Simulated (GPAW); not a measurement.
# C2H4NSi (charge −1): calculation of the molecule and its ions

System: C2H4NSi, charge −1, SMILES C#C[SiH-]N.
Method: LDA (PW92)/sz(dzp), scalar-relativistic datasets (GPAW 26.7.0).

The geometry comes from this level: GFN2-xTB.

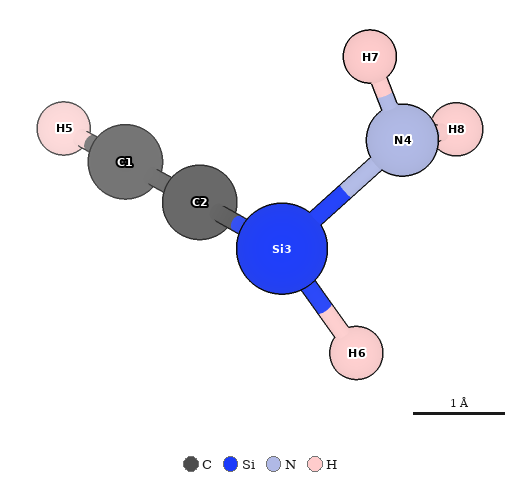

*The structure (ball-and-stick view, seen at a tilt; atoms are numbered from 1 in the order of the input).*

Bond lengths as drawn: C–C 1.21 Å, C–H 1.06 Å, C–Si 1.87 Å, H–N 1.01 to 1.02 Å, H–Si 1.52 Å and N–Si 1.79 Å.

Input (molecule_ipea.py)
```python
from ase import Atoms
from gpaw import GPAW

# Geometry
molecule = Atoms(['C', 'C', 'Si', 'N', 'H', 'H', 'H', 'H'],
    positions=[[  0.279050,   1.853940,  -1.189400],
               [  0.177520,   1.083400,  -0.260710],
               [  0.551220,  -0.169920,   1.081360],
               [ -0.100430,  -1.724230,   0.469350],
               [  0.301890,   2.546050,  -1.994630],
               [ -0.569410,   0.172850,   2.046120],
               [  0.434460,  -2.067110,  -0.320570],
               [ -1.074300,  -1.694990,   0.168480]])
molecule.center(vacuum=5.5)

energies = {}
for name, charge, unpaired in [('start', -1, 0), ('oxidised', 0, 1)]:
    molecule.set_initial_magnetic_moments([unpaired / len(molecule)] * len(molecule))
    dft = GPAW(mode='lcao',
               occupations={'name': 'fermi-dirac', 'width': 0.0, 'fixmagmom': unpaired > 0},
               xc='LDA',
               maxiter=100,
               basis='sz(dzp)',
               charge=charge,
               h=0.25,
               symmetry='off',
               txt=f'{name}.txt')
    molecule.calc = dft
    energies[name] = molecule.get_potential_energy()
    print(f'{name:10} {energies[name]:12.5f} eV')

ip = energies['oxidised'] - energies['start']
print(f'Vertical IP = {ip:.3f} eV')
```

Run on 1 thread of Arm Neoverse V1, 24 GiB of memory available, shared host.

Command:
```bash
python molecule_ipea.py > molecule_ipea.log
```

Log
```
start         -37.15111 eV
oxidised      -34.66253 eV
Vertical IP = 2.489 eV
```

Results in brief

| quantity | value |
| --- | --- |
| outcome | converged |
| ionisation energy | 2.49 eV |
| wall time | 15 s |
| peak memory | 0.65 GiB |

Remarks

On so coarse a grid the energy depends on the position of the molecule, which gives spurious forces.
